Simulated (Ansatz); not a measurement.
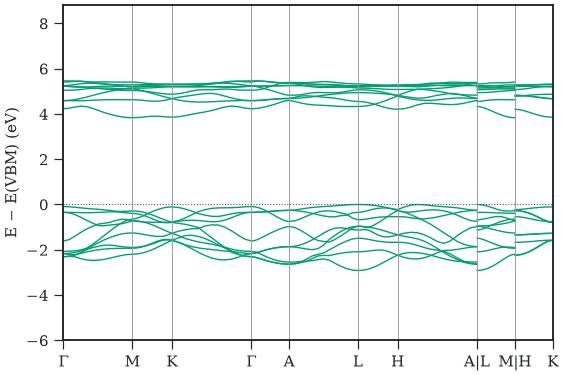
Band structure from PBE in the plane-wave PAW code Ansatz

Read off the gap and where the band edges lie.

About 3.8 eV (3.83 eV by a search for the band edges); maximum on the H–A line, 26 % of the way from H, minimum at M.

The material is La2O3 (La2O3 or Ni2Al3 type, P-3m1).

The PBE relaxation kept the symmetry of its start; phonons on a q-mesh show no instability. Scalar-relativistic: spin–orbit coupling is off unless named, which matters more the heavier the elements.

Potentials: the later of the program's two PAW sets.
